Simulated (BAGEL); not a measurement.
# HF/6-31G(d) (density fitting with qzvpp-jkfit, spherical functions) run of BH2SF (SMILES FBS)

Aim: the vertical singlet–triplet gap of BH2SF at HF/6-31G* (density fitting with qzvpp-jkfit, spherical functions), from 2 runs. 

The calculation is run with BAGEL 1.2.2.

### 1 Starting point

BH2SF: 5 atoms, total charge 0, spin state singlet. SMILES: `FBS`. Geometry: relaxed at PBE0-D4/def2-TZVP. This is one conformer, not always the lowest.

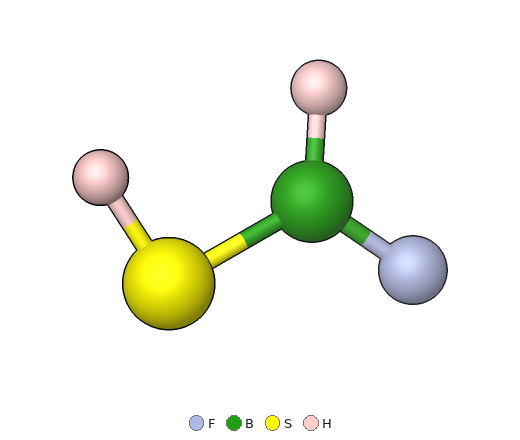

The structure, seen from a chosen angle (fluorine light blue, boron green, sulfur yellow, hydrogen pink).

### 2 The energy at HF/6-31G(d) (density fitting with qzvpp-jkfit, spherical functions)

Contents of job.json:

```json
{ "bagel": [

{
  "title": "molecule",
  "basis": "6-31gs.json",
  "df_basis": "qzvpp-jkfit",
  "angstrom": true,
  "geometry": [
    { "atom": "F", "xyz": [   -1.119100,   -0.905900,   -1.069200 ] },
    { "atom": "B", "xyz": [   -0.412800,   -0.339100,   -0.106100 ] },
    { "atom": "S", "xyz": [    0.972400,    0.698600,   -0.579400 ] },
    { "atom": "H", "xyz": [   -0.712000,   -0.530900,    1.033700 ] },
    { "atom": "H", "xyz": [    1.321400,    1.003700,    0.679600 ] }
  ]
},
{ "title": "hf" },
{ "title": "print", "file": "orbitals.molden", "orbitals": true }

]}
```

The basis set 6-31G* is read from a file made from the Basis Set Exchange's data (not shown).

Run with:

```
$ BAGEL_NUM_THREADS=1 BAGEL job.json > job.out
```

Standard output:

```text
* using 1 threads per process

  ===============================================================
  ===============================================================

  *** Geometry ***

  { "atom" : "F", "xyz" : [     -2.114793,     -1.711903,     -2.020495 ] },
  { "atom" : "B", "xyz" : [     -0.780079,     -0.640806,     -0.200500 ] },
  { "atom" : "S", "xyz" : [      1.837570,      1.320163,     -1.094907 ] },
  { "atom" : "H", "xyz" : [     -1.345485,     -1.003256,      1.953410 ] },
  { "atom" : "H", "xyz" : [      2.497084,      1.896718,      1.284258 ] },

  Number of auxiliary basis functions:      316

  Since a DF basis is specified, we compute 2- and 3-index integrals:
    o Being stored without compression. Storage requirement is 0.006 GB

  Number of basis functions:       50
  Number of electrons      :       32

    * METHOD: MOLECULE                             0.13

  *** RHF ***

  === Nuclear Repulsion ===
    86.6356269125

      * DIIS with orbital gradients will be used.

  === RHF iteration (6-31gs.json) ===
      0       -522.76039558          0.02357121           0.02
      1       -522.83817063          0.01450828           0.02
      2       -522.87204641          0.00190319           0.02
      3       -522.87316932          0.00033247           0.02
      4       -522.87320793          0.00009742           0.02
      5       -522.87321359          0.00002609           0.02
      6       -522.87321408          0.00000764           0.02
      7       -522.87321413          0.00000203           0.02
      8       -522.87321413          0.00000075           0.02
      9       -522.87321413          0.00000023           0.02
     10       -522.87321413          0.00000006           0.02
     11       -522.87321413          0.00000002           0.02
     12       -522.87321413          0.00000001           0.02
    * SCF iteration converged.

    * Permanent dipole moment:
           (   -0.126037,    -0.117070,    -0.675814) a.u.

    * METHOD: HF                                   0.38

    * METHOD: PRINT                                0.01

  ===============================================================
```

Wall time 0.68 s (1 thread of Arm Neoverse N1, shared host).

### 3 The triplet at the same level

Contents of hf.json:

```json
{ "bagel": [

{
  "title": "molecule",
  "basis": "6-31gs.json",
  "df_basis": "qzvpp-jkfit",
  "angstrom": true,
  "geometry": [
    { "atom": "F", "xyz": [   -1.119100,   -0.905900,   -1.069200 ] },
    { "atom": "B", "xyz": [   -0.412800,   -0.339100,   -0.106100 ] },
    { "atom": "S", "xyz": [    0.972400,    0.698600,   -0.579400 ] },
    { "atom": "H", "xyz": [   -0.712000,   -0.530900,    1.033700 ] },
    { "atom": "H", "xyz": [    1.321400,    1.003700,    0.679600 ] }
  ]
},
{ "title": "uhf", "nopen": 2 },
{ "title": "print", "file": "orbitals.molden", "orbitals": true }

]}
```

The basis set 6-31G* is read from a file made from the Basis Set Exchange's data (not shown).

Run with:

```
$ BAGEL_NUM_THREADS=1 BAGEL hf.json > hf.out
```

Standard output:

```text
* using 1 threads per process

  ===============================================================
  ===============================================================

  *** Geometry ***

  { "atom" : "F", "xyz" : [     -2.114793,     -1.711903,     -2.020495 ] },
  { "atom" : "B", "xyz" : [     -0.780079,     -0.640806,     -0.200500 ] },
  { "atom" : "S", "xyz" : [      1.837570,      1.320163,     -1.094907 ] },
  { "atom" : "H", "xyz" : [     -1.345485,     -1.003256,      1.953410 ] },
  { "atom" : "H", "xyz" : [      2.497084,      1.896718,      1.284258 ] },

  Number of auxiliary basis functions:      316

  Since a DF basis is specified, we compute 2- and 3-index integrals:
    o Being stored without compression. Storage requirement is 0.006 GB

  Number of basis functions:       50
  Number of electrons      :       32

    * METHOD: MOLECULE                             0.13

  *** Open-shell HF ***

  === Nuclear Repulsion ===
    86.6356269125

      * DIIS with orbital gradients will be used.

  === UHF iteration (6-31gs.json) ===
      0       -522.50811104          0.05066456           0.04
      1       -522.62606198          0.02858959           0.04
      2       -522.65274139          0.01697332           0.04
      3       -522.66567534          0.00116459           0.04
      4       -522.66598778          0.00027409           0.04
      5       -522.66603390          0.00008324           0.04
      6       -522.66604924          0.00002738           0.04
      7       -522.66605322          0.00001125           0.04
      8       -522.66605421          0.00000340           0.04
      9       -522.66605435          0.00000134           0.04
     10       -522.66605437          0.00000073           0.04
     11       -522.66605437          0.00000046           0.04
     12       -522.66605438          0.00000031           0.04
     13       -522.66605438          0.00000023           0.04
     14       -522.66605438          0.00000014           0.04
     15       -522.66605438          0.00000006           0.04
     16       -522.66605438          0.00000003           0.04
     17       -522.66605438          0.00000002           0.04
     18       -522.66605438          0.00000001           0.04
     19       -522.66605438          0.00000000           0.04
    * SCF iteration converged.

    * S^2 (UHF) is 2.0228

    * Permanent dipole moment:
           (   -1.678959,    -1.282150,    -0.200998) a.u.

    * METHOD: UHF                                  0.94

    * METHOD: PRINT                                0.01

  ===============================================================
```

It took 1.2 s on 1 thread of Arm Neoverse N1, shared host.

### 4 Summary of results

Level: HF/6-31G* (density fitting with qzvpp-jkfit, spherical functions).

| quantity | value |
| --- | --- |
| singlet: total energy | -522.87321 Eh |
| singlet: dipole moment | 1.77 D |
| singlet: HOMO energy | -11.04 eV |
| singlet: LUMO energy | 3.54 eV |
| singlet: HOMO–LUMO gap | 14.58 eV |
| triplet: total energy | -522.66605 Eh |
| triplet: dipole moment | 5.39 D |
| triplet: ⟨S²⟩ | 2.023 |
| vertical energy of the triplet above the singlet | 5.637 eV |

In words: At this shape the triplet lies 5.64 eV (130 kcal/mol) above the singlet.
